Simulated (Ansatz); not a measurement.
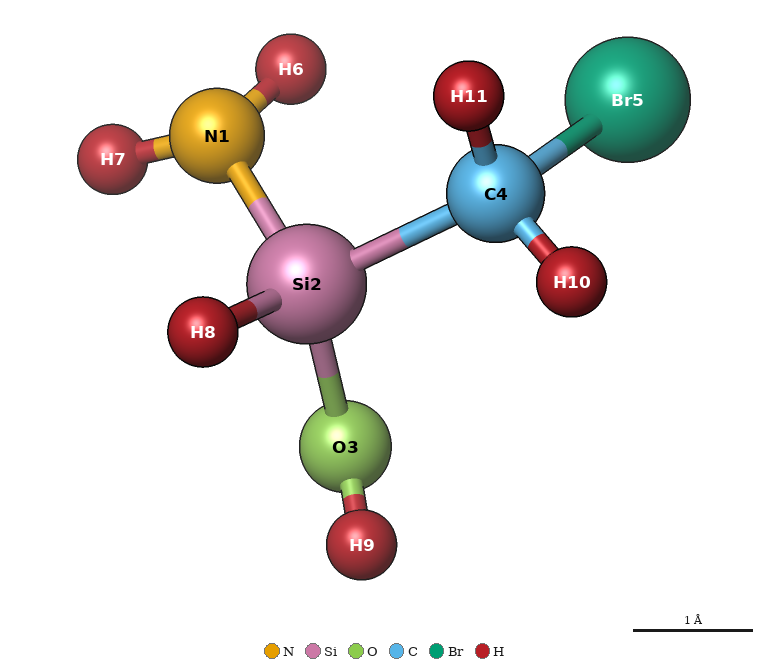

Numbered structure. The computed structure is the end point of a PBE-D4/def2-SVP optimisation. No frequency run is at hand to confirm it as a minimum.

List the bonds and their lengths.

| bond | length (Å) | order |
| --- | --- | --- |
| N1–Si2 | 1.724 | single |
| N1–H6 | 1.025 | single |
| N1–H7 | 1.023 | single |
| Si2–O3 | 1.685 | single |
| Si2–C4 | 1.899 | single |
| Si2–H8 | 1.509 | single |
| O3–H9 | 0.973 | single |
| C4–Br5 | 1.971 | single |
| C4–H10 | 1.107 | single |
| C4–H11 | 1.108 | single |
